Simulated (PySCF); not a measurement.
C₃H₇FOSi

The calculation's input:

```
{"job": {"kind": "nmr", "xc": "PBE0", "basis": "pcSseg-1"}, "charge": 0, "multiplicity": 1}
O      2.111725     0.612799     1.253953
Si     1.121442     0.149384     0.055000
C     -0.493447     1.158473     0.023437
C     -1.343191    -0.128135     0.075991
C     -0.254415    -1.138115     0.474018
F     -0.313374    -2.311749    -0.265376
H      2.913094     0.145984     1.477156
H      1.830572    -0.117497    -1.189582
H     -0.700056     1.778908    -0.843723
H     -0.637655     1.774567     0.908420
H     -2.181621    -0.082311     0.768753
H     -1.724069    -0.387999    -0.910294
H     -0.333394    -1.453822     1.518742
```

Command:

```sh
OMP_NUM_THREADS=1 python probes_run.py task.json out
```

Geometry: GFN2-xTB.

All numbers below come from PBE0/pcSseg-1, SCF density, gas phase, non-relativistic (PySCF 2.14.0).

Question: What will maps of the electron density and electron localisation function show?

Answer: Si–O (1.62 Å): ρ at the midpoint is about 1.2 e/Å³; the ELF peaks at about 0.85 between the atoms (a polar covalent bond).
C–H (1.09 Å): the density is about 2 e/Å³ at the midpoint; the ELF climbs to about 1 towards the hydrogen, as it does in any bond to H: an ordinary covalent bond to hydrogen.

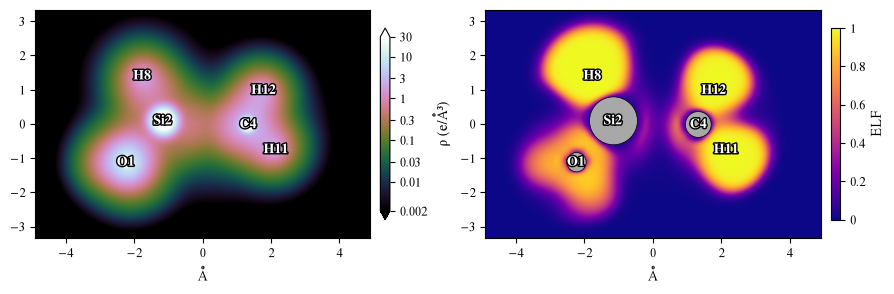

Computed electron density and electron localisation function on the plane of atoms H11, C4 and H12, in this order. Grey discs cover the atomic cores in the ELF map. 
